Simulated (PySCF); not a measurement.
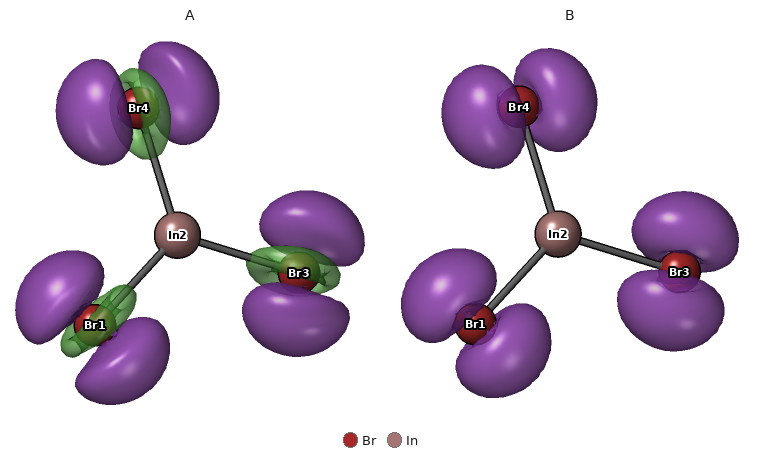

Br$_{3}$In, SMILES `Br[In](Br)Br`. The Fukui function f⁻ from two separate SCF calculations and the density of the HOMO, at ±0.015 e/Å³ (purple positive, green negative).

PySCF calculation, PBE0/def2-TZVP, gas phase; geometry: GFN2-xTB. Core potentials replace the inner electrons of In; spin–orbit coupling isn't included. No frequency check shows the geometry to be a minimum. GFN2-xTB bond lengths at metals and heavier atoms can be off by up to 0.1 Å and shapes distorted, which carries into these values.

Input script:

```python
import numpy as np
from pyscf import gto, scf, dft
from pyscf.scf import atom_ks, atom_hf
from scipy.linalg import block_diag

def solve(mol, dm0=None, hcore=None):
    mf = (dft.UKS if mol.spin else dft.RKS)(mol, xc='pbe0')
    mf.grids.level = 3
    mf = mf.density_fit(auxbasis='def2-universal-jkfit')
    mf.conv_tol, mf.max_cycle = 1e-8, 80
    if hcore is not None:
        mf.get_hcore = lambda *args: hcore
    mf.kernel(dm0)
    if not mf.converged:
        mf = mf.newton().run(mf.mo_coeff, mf.mo_occ, max_cycle=30)
    assert mf.converged, 'SCF not converged'
    return mf

mol = gto.M(atom='''
Br     1.40736    -2.05642     0.00000
In    -0.00107     0.00000     0.00000
Br     1.07798     2.24659     0.00000
Br    -2.48384    -0.19017     0.00000
''', basis='def2-tzvp', ecp={'In': 'def2-tzvp'}, charge=0, spin=0, verbose=4)
mf = solve(mol)
out = dict(e0=mf.e_tot, dm0=mf.make_rdm1(), c=mf.mo_coeff, occ=mf.mo_occ, eps=mf.mo_energy)
for name, dq, spin in [('cation', 1, 1)]:
    ion = mol.copy().set(charge=mol.charge + dq, spin=spin).build()
    mi = solve(ion)
    if spin and dq > 0 and mol.nao < 130:
        c, _, stable, _ = mi.stability(return_status=True)
        if not stable:
            mi = solve(ion, mi.make_rdm1(c, mi.mo_occ))
    print(name, 'vertical energy change / eV', (mi.e_tot - mf.e_tot) * 27.211386)
    out.update({'e_' + name: mi.e_tot, 'dm_' + name: mi.make_rdm1(), 's2_' + name: mi.spin_square()[0], 'eps_' + name: mi.mo_energy, 'occ_' + name: mi.mo_occ})
# spherically averaged free atoms, for the promolecule
atom_ks.AtomSphAverageRKS.init_guess_by_vsap = lambda self, mol=None: self.init_guess_by_minao(mol)  # core potentials
atm = atom_ks.get_atm_nrks(mol, xc='pbe0')
pro = block_diag(*[(atm[a[0]][2] * atm[a[0]][3]) @ atm[a[0]][2].T for a in mol._atom])
np.savez('result.npz', pro=pro, **out)
```

Launched as:

```sh
OMP_NUM_THREADS=1 python input.py
```

The run took 2.2 min on 1 thread of Arm Neoverse V1 (shared host), peak memory 0.94 GiB.

Partitions, critical points and surface values were worked out afterwards from this run's density.

Which panel is which, and how good is the frozen-orbital picture?

A is f⁻ (it has negative regions), B the HOMO density. The HOMO lies on Br1 and Br3 (33 % each) and Br4 (30 %); f⁻ (Hirshfeld-condensed) is largest on Br1, Br3 and Br4 (0.30 each); the vertical ionisation energy is 10.52 eV (the stability of the cation's solution wasn't checked). Relaxation shifts 7 % of the electron between atoms. The orbital energy is −8.74 eV.
